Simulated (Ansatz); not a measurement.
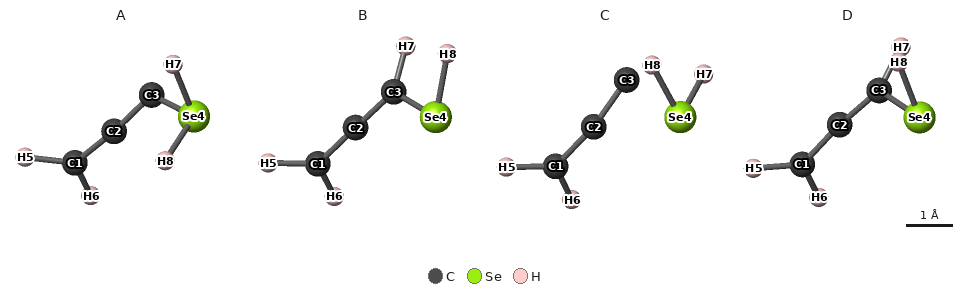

4 geometries from a converged minimum-energy path of C$_{3}$H$_{4}$Se, shuffled. Style: ball-and-stick. Shown from a free direction.

Theory: Ansatz 0.2.0, UKS PBE/def2-SVP. Set-up: 5 movable images; climbing image; force threshold 0.05 eV/Å; iteration limit 60; starting path through a guess of the saddle point.

> Which frame is the transition state?

C. In order along the path, whose images run from 0 to 6: B (image 0, 0.00 eV), D (image 1, +0.15 eV), C (image 3, +3.27 eV), A (image 6, +2.62 eV). A hydrogen atom shifts from one atom to another. Breaking: C3–H7 (1.10 → 2.00 at the top → 2.55 Å). Forming: Se4–H7 (2.60 → 1.50 at the top → 1.49 Å).

The run took 4.1 min on 2 threads of Intel(R) Xeon(R) Platinum 8488C (Sapphire Rapids) (shared host), peak memory 0.24 GiB.
